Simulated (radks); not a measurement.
# Ge inside a hard spherical wall

What does compression do to the levels of Ge? A hard sphere of shrinking radius stands in for pressure; the configuration is held at [Ar] 3d10 4s2 4p2.

The numbers are computed with radks (a radial shooting solver on a logarithmic mesh, Libxc functionals) version 1 (scalar-relativistic Kohn-Sham, LDA (Slater exchange, Perdew-Wang correlation), spin-unpolarised, spherical densities, finite nucleus), except any that are marked as measured or tabulated.

## Step 1: Starting point

```
element            : germanium (Z = 32)
charge             : 0
electrons          : 32
configuration      : [Ar] 3d10 4s2 4p2
nuclear rms radius : 4.0742 fm
```

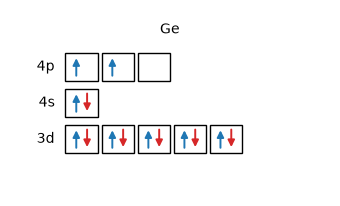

Outer shells as boxes.

## Step 2: The free atom

The run's settings:

```text
Z 32
configuration [Ar] 3d10 4s2 4p2 5s0 4d0 5p0
relativity scalar-relativistic
functional lda,pw
spin unpolarised
nucleus finite rms 4.0742 fm
c 137.035999084
```

## Step 3: Wall at 20 bohr

Changes since step 2:

```diff
@@ -6,2 +6,3 @@
 nucleus finite rms 4.0742 fm
+wall 20 bohr
 c 137.035999084
```

## Step 4: Wall at 15 bohr

Changes since step 3:

```diff
@@ -6,3 +6,3 @@
 nucleus finite rms 4.0742 fm
-wall 20 bohr
+wall 15 bohr
 c 137.035999084
```

## Step 5: Wall at 12 bohr

Changes since step 4:

```diff
@@ -6,3 +6,3 @@
 nucleus finite rms 4.0742 fm
-wall 15 bohr
+wall 12 bohr
 c 137.035999084
```

## Step 6: Wall at 8 bohr

Changes since step 5:

```diff
@@ -6,3 +6,3 @@
 nucleus finite rms 4.0742 fm
-wall 12 bohr
+wall 8 bohr
 c 137.035999084
```

## Step 7: Wall at 7 bohr

Changes since step 6:

```diff
@@ -6,3 +6,3 @@
 nucleus finite rms 4.0742 fm
-wall 8 bohr
+wall 7 bohr
 c 137.035999084
```

## Step 8: Wall at 5 bohr

Changes since step 7:

```diff
@@ -6,3 +6,3 @@
 nucleus finite rms 4.0742 fm
-wall 7 bohr
+wall 5 bohr
 c 137.035999084
```

## Step 9: Wall at 4 bohr

Changes since step 8:

```diff
@@ -6,3 +6,3 @@
 nucleus finite rms 4.0742 fm
-wall 5 bohr
+wall 4 bohr
 c 137.035999084
```

## Step 10: Wall at 2.5 bohr

Changes since step 9:

```diff
@@ -6,3 +6,3 @@
 nucleus finite rms 4.0742 fm
-wall 4 bohr
+wall 2.5 bohr
 c 137.035999084
```

## Step 11: Wall at 2 bohr

Changes since step 10:

```diff
@@ -6,3 +6,3 @@
 nucleus finite rms 4.0742 fm
-wall 2.5 bohr
+wall 2 bohr
 c 137.035999084
```

## Step 12: Wall at 1.5 bohr

Changes since step 11:

```diff
@@ -6,3 +6,3 @@
 nucleus finite rms 4.0742 fm
-wall 2 bohr
+wall 1.5 bohr
 c 137.035999084
```

**Question.** What will these runs give? Wanted: for each run, R; E − E(free); ε(4p); ε(5s, empty); ε(5p, empty); ε(4d, empty); pressure.

As calculated:

| R (bohr) | E − E(free) (eV) | ε(4p) (eV) | ε(5s, empty) (eV) | ε(5p, empty) (eV) | ε(4d, empty) (eV) | pressure (GPa) |
| --- | --- | --- | --- | --- | --- | --- |
| free | 0.000 | -4.047 | -0.451 | - | - | 0 |
| 20 | 0.000 | -4.047 | -0.439 | 0.363 | 0.768 | < 0.0001 |
| 15 | 0.000 | -4.046 | -0.369 | 0.691 | 1.110 | < 0.0001 |
| 12 | 0.001 | -4.041 | -0.162 | 1.270 | 1.531 | 0.000794 |
| 8 | 0.092 | -3.843 | 1.574 | 4.472 | 3.218 | 0.134 |
| 7 | 0.273 | -3.569 | 3.128 | 6.846 | 4.313 | 0.525 |
| 5 | 2.689 | -1.356 | 12.818 | 19.510 | 9.796 | 11.2 |
| 4 | 9.557 | 2.836 | 28.595 | 38.017 | 17.609 | 68.4 |
| 2.5 | 90.556 | 33.566 | 127.42 | 144.24 | 61.898 | 2187 |
| 2 | 235.23 | 75.807 | 245.45 | 264.82 | 112.18 | 10584 |
| 1.5 | 762.48 | 201.21 | 554.31 | 569.45 | 240.65 | 77624 |

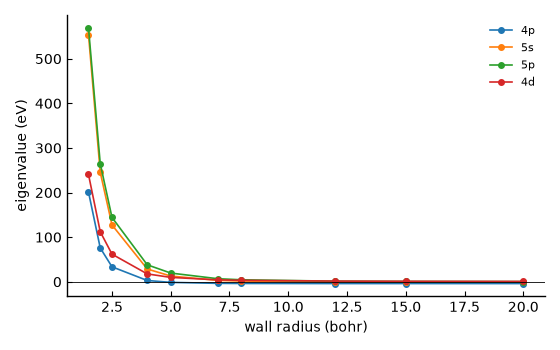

Outer levels against the radius of the wall.

**Reading.** At the tightest wall, 1.5 bohr, the energy stands 762.48 eV above the free atom and the pressure, −dE/dV, is 77624 GPa. Of the levels in the table that exist at both ends, 5s (empty) rises most from the free atom (554.76 eV). From R = 4 bohr inwards the highest occupied level lies above zero, pushed up by confinement. Shells are not refilled when levels cross, and a hard wall is a model, not a crystal.
